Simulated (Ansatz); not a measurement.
# Calculations on C2H4S

## 1. Relaxation

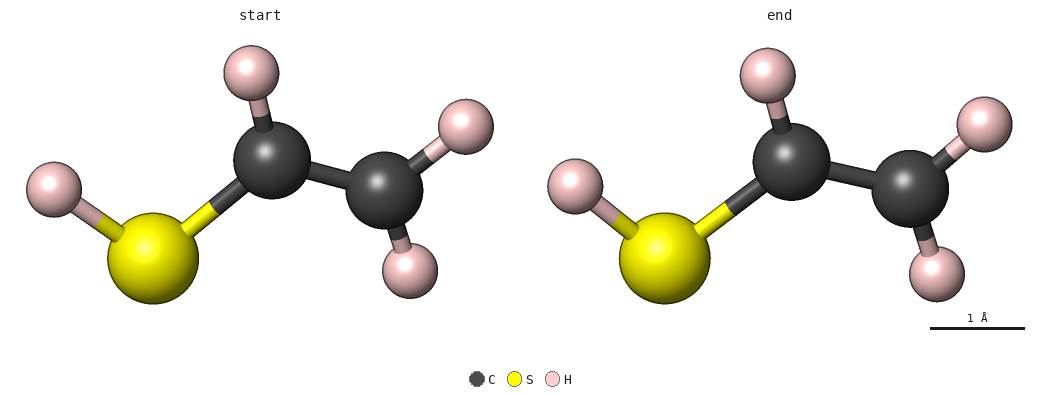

The structure of C2H4S before (left) and after (right) a relaxation, at one scale.

A ball-and-stick model, seen from a free direction.

The run prepares an end point of a later path (torsion) calculation, from a guessed geometry.

Method: Ansatz, RKS PBE0/def2-SVP. Settings: no spin polarisation; force threshold 0.015 eV/Å; at most 40 steps.

Describe what moved and what it gained.

The energy falls by 7.85 kcal/mol in 5 geometry steps. Largest force component: 4.3 eV/Å at the start, 0.0044 eV/Å at the end. The S atom moves most after the best rigid fit: 0.091 Å. By element the largest moves are S 0.091 Å, H 0.087 Å, C 0.065 Å. Some distances before and after: C–H 1.030 → 1.094 Å, C–C 1.280 → 1.335 Å, H–S 1.401 → 1.348 Å, C–H 1.143 → 1.092 Å. Bond angles that change, for instance: C–C–S 119.2° → 123.8°, S–C–H 119.7° → 115.6°, H–C–H 114.3° → 117.6°. Cost: 20 s on 1 thread of Arm Neoverse N1 (shared host), peak memory 0.14 GiB.

## 2. Relaxation

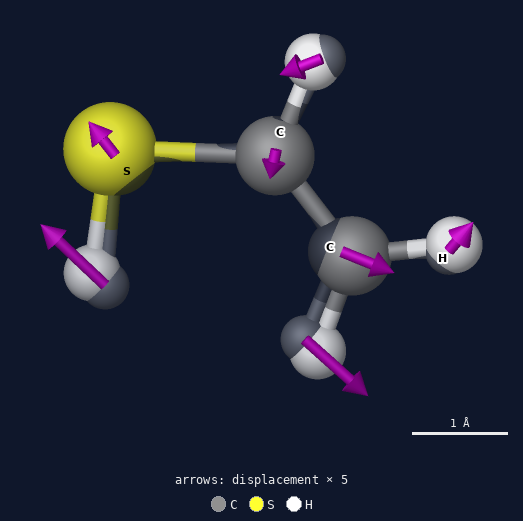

This is a relaxation of C₂H₄S. The starting structure is drawn faded, the final one solid; purple arrows show the displacements, 5 times their true length. The two geometries are superimposed by the best rigid fit.

A ball-and-stick model, seen at a tilt.

The run prepares an end point of a later path (torsion) calculation, from a guessed geometry.

These are results of RKS PBE0/def2-SVP in Ansatz, not measurements.

Input file:
```yaml
crystal:
  periodic: [false, false, false]
  atoms:
    - { symbol: C, position_ang: [-0.9138, 0.2803, -0.5067] }
    - { symbol: C, position_ang: [0.2245, 0.1695, 0.0678] }
    - { symbol: S, position_ang: [0.7292, -1.3638, 0.6291] }
    - { symbol: H, position_ang: [-1.5722, -0.4953, -0.6649] }
    - { symbol: H, position_ang: [-1.2795, 1.2923, -0.8913] }
    - { symbol: H, position_ang: [0.8872, 1.042, 0.1938] }
    - { symbol: H, position_ang: [-0.4083, -2.09654, 0.26426] }
basis:
  gaussian: { orbitals: def2-SVP }
hamiltonian:
  xc: pbe0
relax:
  f_tol: 0.015
  max_steps: 40
```

Launched with:
```bash
ansatz run input.yaml --threads 1 --pin off --max-ram 2048MiB --backend cpu --events-out ev --progress --plain --runs-dir out
```

**Atoms of which element are displaced furthest, and by how much?**

Hydrogen: up to 0.19 Å, against 0.12 Å for carbon.

**What happened in the run?**

H7 moves most after the best rigid fit: 0.19 Å. Largest moves by element: H 0.19 Å, C 0.12 Å, S 0.09 Å. Near-neighbour distances that change, for instance: C1–H4 1.030 → 1.094 Å, C1–C2 1.280 → 1.336 Å, C1–H5 1.143 → 1.092 Å, S3–H7 1.401 → 1.351 Å. Bond angles that change, for instance: C1–C2–S3 119.2° → 128.7°, S3–C2–H6 119.7° → 110.9°, H4–C1–H5 114.3° → 117.5°. The energy falls by 10.2 kcal/mol in 5 geometry steps. The largest force component goes from 4.8 to 0.0091 eV/Å.

## 3. Path

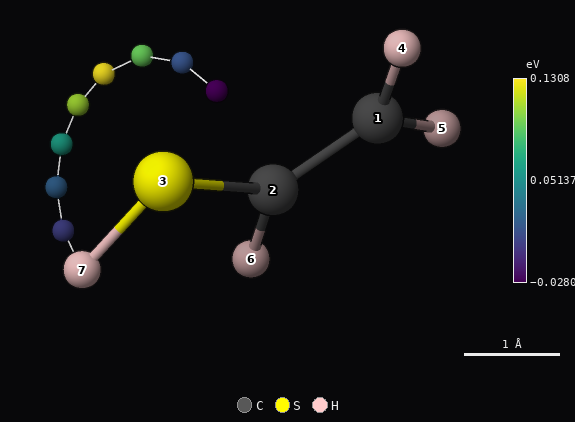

NEB run on C$_{2}$H$_{4}$S. Images are numbered from 0 (start) to 8 (end). The start is drawn whole; smaller spheres mark the moving atoms (H) in the later images, joined by lines and coloured by the energy of the image relative to the start. Style: ball-and-stick. Shown from a free direction.

All numbers below come from Ansatz 0.2.0, RKS PBE0/def2-SVP. Run with 7 movable images; climbing image; force threshold 0.05 eV/Å; iteration limit 60; starting path by image-dependent pair potential.

What moves, how far, and at what cost in energy?

Answer. The motion is a rotation about the C2–S3 bond by about 180°. No bond forms or breaks between the ends. The energy climbs by 0.131 eV to image 5 and then falls by 0.159 eV, so the end point sits at −0.028 eV. The band is converged. At the top, the vibrational analysis gives one imaginary mode (256i cm⁻¹), as a transition state must have.

Cost: 2.2 min on 1 thread of Arm Neoverse N1, with other jobs on the host, peak memory 0.14 GiB.
